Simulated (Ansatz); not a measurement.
Input

```
crystal:
  periodic: [false, false, false]
  atoms:
    - { symbol: W, position_ang: [0.224679, 0.347002, -0.278898] }
    - { symbol: F, position_ang: [-0.429968, 0.630934, 2.682678] }
    - { symbol: F, position_ang: [1.498397, -0.659138, -1.226546] }
    - { symbol: F, position_ang: [-0.372606, 2.090028, 0.054356] }
    - { symbol: O, position_ang: [-1.515975, -0.291965, -0.08333] }
    - { symbol: H, position_ang: [-1.886012, -0.808696, 0.653133] }
    - { symbol: H, position_ang: [0.412862, -0.991264, 0.738471] }
    - { symbol: H, position_ang: [-0.249124, 0.392881, -1.914808] }
    - { symbol: Cl, position_ang: [2.164327, 1.07472, 0.899778] }
    - { symbol: H, position_ang: [0.42832, 0.971499, 2.786666] }
basis:
  gaussian: { orbitals: def2-SVP }
hamiltonian:
  xc: b3lyp
  dispersion: d4
relax:
  f_tol: 0.03
  max_steps: 50
output:
  orbitals: {}
```

Run with:

```sh
ansatz run input.yaml --threads 4 --pin off --max-ram 5120MiB --backend cpu --events-out ev --progress --plain --runs-dir out
```

The fields are those of the run's last geometry, not of the input's.

Core potentials replace the inner electrons of W.

All numbers below come from Ansatz 0.2.0, RKS B3LYP-D4/def2-SVP.

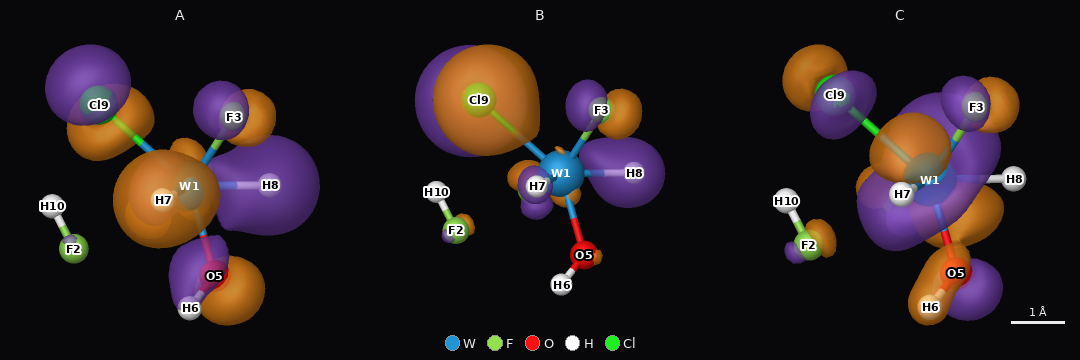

ClF$_{2}$H$_{3}$OW···HF. Three frontier orbitals at ±0.1 Å⁻³ᐟ² (orange and purple are the two phases), in no order.

**Order the three orbitals by energy and name them.**

B is the HOMO−1 (−8.88 eV). By Hirshfeld shares it lies mainly on Cl9 (about 75 %), W1 (about 10 %) and F3 (about 5 %); largely a lone pair of Cl9. A is the HOMO (−8.39 eV). It lies mainly on W1 (about 25 %), H8 (about 15 %), Cl9 (about 15 %), H7 (about 15 %), O5 (about 15 %) and F3 (about 10 %). C is the LUMO (−3.95 eV). Its weight (Hirshfeld) is mainly on W1 (about 65 %), O5 (about 10 %), Cl9 (about 10 %) and F3 (about 5 %).

**What is the HOMO–LUMO gap?**

4.44 eV between the orbital energies.
